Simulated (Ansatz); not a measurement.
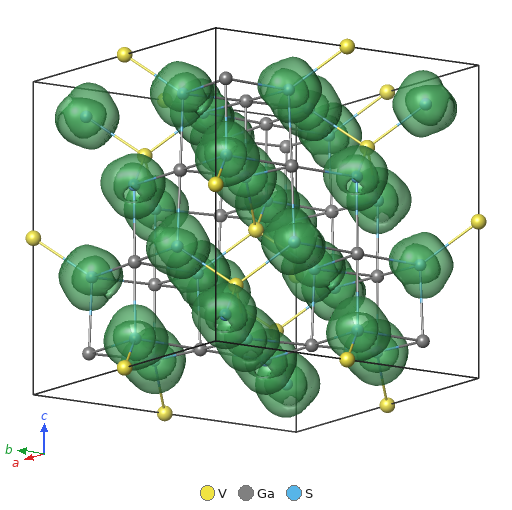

*VGa₂S₄. Isosurface of the ELF at 0.8 (green), seen at an oblique angle. Core shells and regions of very low density are left out. Sticks mark near contacts.*

Space group Fd-3m; a generated structure, not necessarily the stable one; the SCF solution may not be the lowest one; the program warned that another magnetic order may lie lower; spin-polarised.

Computed with DFT PBE, scalar-relativistic, plane waves, PAW (Ansatz).

**What do the ELF domains correspond to?**

The ELF exceeds this value in 32 regions wrapped around S (the valence shell of each), counted in one cell of 56 atoms. Regions shared between cells count once. Profiles from the grid: V–S (2.34 Å): the ELF peaks at about 0.90 in the valence shell of S, 0.8 Å from its nucleus, and is about 0.50 at the midpoint. Ga–S (2.50 Å): the ELF peaks at about 0.90 in the valence shell of S, 0.8 Å from its nucleus, and is about 0.60 at the midpoint.
